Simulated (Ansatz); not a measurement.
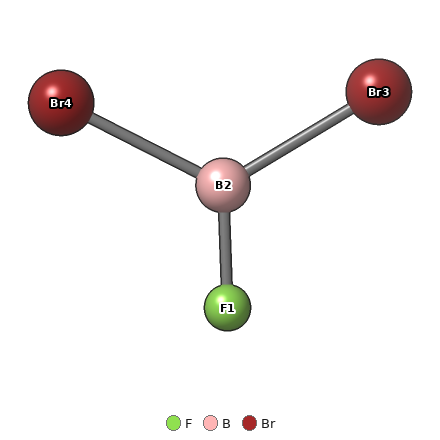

The system is BBr2F, SMILES FB(Br)Br; the picture shows the reference structure. Coordinates scanned: (1) bond length B2–Br3; (2) bond length B2–Br4. Nothing is relaxed (all other coordinates rigid). The grid has 15 × 15 points. Points are written as (first, second). Energies are in kJ/mol, from the lowest grid point. All numbers below come from Ansatz 0.2.0, RHF/def2-TZVP.

Its coordinates:

```
atom    x (Å)    y (Å)    z (Å)
   F   0.1274  -1.1680  -0.7671
   B   0.0222  -0.0960  -0.0583
  Br  -1.6956   0.3997   0.6236
  Br   1.5888   0.9497   0.2791
```

Range: bond length B2–Br3 from 1.684 to 2.392 Å; bond length B2–Br4 from 1.646 to 2.679 Å.

Question: What landscape does the calculation give?

Answer: The lowest grid point is at (1.886 Å, 1.941 Å). No other kind of well shows on this grid. The highest grid point, (2.392 Å, 2.679 Å), lies 370 kJ/mol above the lowest. Round the minimum the two coordinates are weakly coupled (coupling 0.10 in units of the two stiffnesses).

```tsv
bond length B2–Br4 ↓, bond length B2–Br3 →	1.684	1.735	1.785	1.836	1.886	1.937	1.987	2.038	2.089	2.139	2.190	2.240	2.291	2.341	2.392
2.679	273	246	231	223	222	226	234	246	260	276	293	312	331	350	370
2.605	248	221	205	197	196	200	208	219	233	249	266	284	303	323	342
2.531	223	195	179	171	169	173	180	192	205	221	238	256	275	295	314
2.458	198	170	153	144	142	146	153	164	178	193	210	228	247	266	286
2.384	173	144	127	118	115	119	126	136	150	165	182	200	219	238	257
2.310	148	120	102	92	89	92	99	109	122	137	154	172	190	209	229
2.236	126	96	78	68	64	67	73	83	96	111	127	145	163	182	201
2.162	105	75	56	45	42	43	49	59	72	86	102	119	138	156	176
2.089	89	58	38	27	22	24	29	39	51	65	81	97	116	134	153
2.015	77	45	25	13	8	8	13	22	34	48	63	80	97	115	134
1.941	72	40	18	6	0	0	5	13	24	37	52	68	86	103	122
1.867	78	44	22	8	2	1	5	13	23	36	51	66	83	100	119
1.793	97	62	39	25	17	16	19	26	36	48	62	77	93	110	128
1.719	135	99	75	59	51	49	51	57	66	77	91	105	121	138	155
1.646	198	161	135	118	109	105	107	112	120	131	143	157	173	188	205
```

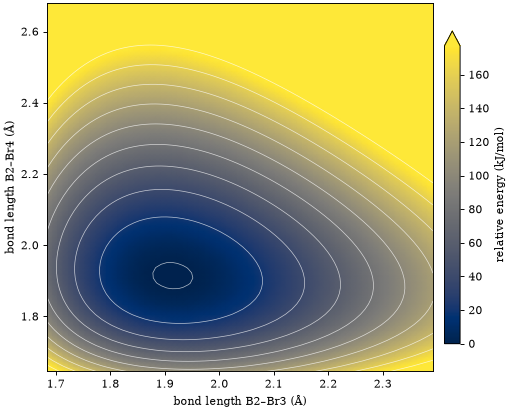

Drawn: a smooth colour map with a few white contour lines, one colour for all values above the top of the scale. Between grid points the surface is interpolated.

Each point was launched as `ansatz run input.yaml --threads 1 --pin off --max-ram 2560MiB --backend cpu --events-out ev --progress --plain --runs-dir out`. The whole map (225 points run) took 23 min on 1 thread of Arm Neoverse V2 (shared host).
